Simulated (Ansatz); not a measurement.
The figure comes from a scan of Ni (fcc, Cu type): one Ni atom of a 4-atom cell moves by s along Cartesian x, with its periodic images. The numbers are results of PBE (plane waves to 420 eV, PAW, scalar-relativistic; Ansatz, a program for electronic structure), not measurements. k mesh 11×11×11 (Γ-centred), Fermi-Dirac smearing 0.05 eV. The energy includes the smearing's −TS. With partly filled bands, energies and forces of such displacements shift with the k mesh and the smearing. On this mesh the relaxed cell isn't quite at rest: it carries a pressure of 0.1 GPa (compression positive) at the zero of the scan. Ni was relaxed with its symmetry unable to fall. Relaxed Ni ends ferromagnetic. The magnetic order is the one the run started from; other orders were not tried. The zero of ΔE is the undisplaced structure.

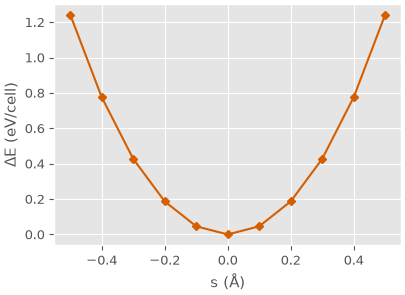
Figure: ΔE (eV/cell) against s (Å); computed points joined by lines.

Task: Turn the plot into a table (rounded to what can be read).

Result: To the nearest 0.02:

```csv
s (Å),ΔE (eV/cell)
-0.500,1.24
-0.400,0.78
-0.300,0.42
-0.200,0.18
-0.100,0.04
0.000,0.00
0.100,0.04
0.200,0.18
0.300,0.42
0.400,0.78
0.500,1.24
```

(For displaced atoms, the force is minus the slope of the energy, and its curvature is a force constant, which sets phonon frequencies.)
